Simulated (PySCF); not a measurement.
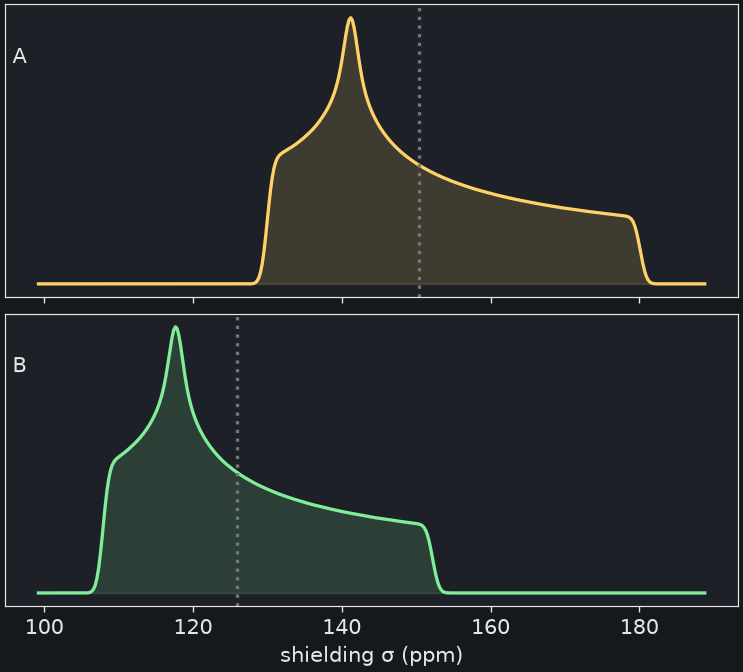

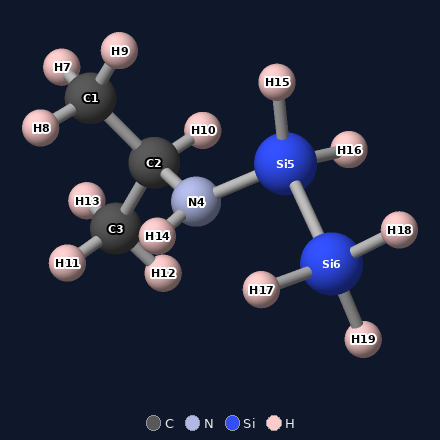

Static powder patterns (¹³C) from GIAO shielding tensors of C₃H₁₃NSi₂, SMILES CC(C)N[SiH2][SiH3], BP86/pcSseg-1 with PySCF 2.14.0, at a PBE0-D3(BJ)/def2-SVP geometry (no frequency check); absolute shielding, one fixed geometry of the isolated molecule without any motion, no dipolar terms. The dotted line is the isotropic value; skew is 3(σiso − σ22)/span.

Question: The panels belong to C2 and C3. Which is which?

Answer: panel A: C3, σ11, σ22, σ33 = 130, 141, 180 ppm, isotropic 150, span 50 ppm, skew 0.55; panel B: C2, σ11, σ22, σ33 = 108, 118, 152 ppm, isotropic 126, span 44 ppm, skew 0.56.

Caveats: one conformer of a flexible molecule.
